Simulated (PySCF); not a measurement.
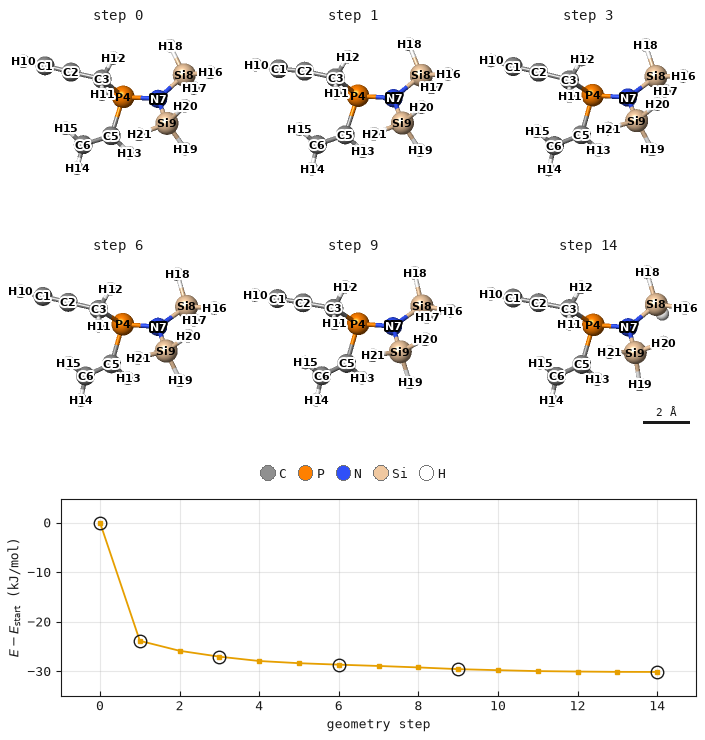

Frames of a relaxation of C5H12NPSi2, marked on the history of the run. The picture is a ball-and-stick view, seen face on.

The start comes from GFN2-xTB. Its atoms were then displaced at random by about 0.01 Å.

Method: PBE0-D3(BJ)/def2-SVP geometry optimisation, gas phase in PySCF 2.14.0, density-fitted response routines. 

> What happens along the run?

The atom that moves furthest after the best rigid fit is H19 (0.73 Å). By element the largest moves are H 0.73 Å, C 0.21 Å, Si 0.10 Å, P 0.09 Å, N 0.07 Å. Some distances before and after: Si9–H21 1.437 → 1.493 Å, C1–H10 1.021 → 1.074 Å, Si8–H18 1.454 → 1.495 Å, Si8–H17 1.464 → 1.494 Å. Bond angles that change, for instance: C3–P4–N7 96.5° → 101.1°, N7–Si9–H19 108.4° → 112.4°, P4–C3–H12 108.3° → 105.0°. Groups turn about N7–Si9 by about 25°. After 14 geometry steps the energy has fallen by 30.1 kJ/mol. Cost: 5.8 min on 1 thread of Arm Neoverse V2, with other jobs on the host. From step 0 to 1: H atoms move most (0.19 Å), energy −23.9 kJ/mol. From step 1 to 3: H21 moves most (0.30 Å), energy −3.20 kJ/mol. From step 3 to 6: H15 moves most (0.18 Å), energy −1.61 kJ/mol. From step 6 to 9: H19 moves most (0.26 Å), energy −0.90 kJ/mol. From step 9 to 14: H20 moves most (0.26 Å), energy −0.57 kJ/mol.

| step | E − E(0), kJ/mol |
| --- | --- |
| 0 | 0.00 |
| 1 | -23.85 |
| 2 | -25.87 |
| 3 | -27.05 |
| 4 | -27.93 |
| 5 | -28.37 |
| 6 | -28.67 |
| 7 | -28.93 |
| 8 | -29.22 |
| 9 | -29.57 |
| 10 | -29.78 |
| 11 | -29.96 |
| 12 | -30.05 |
| 13 | -30.12 |
| 14 | -30.13 |
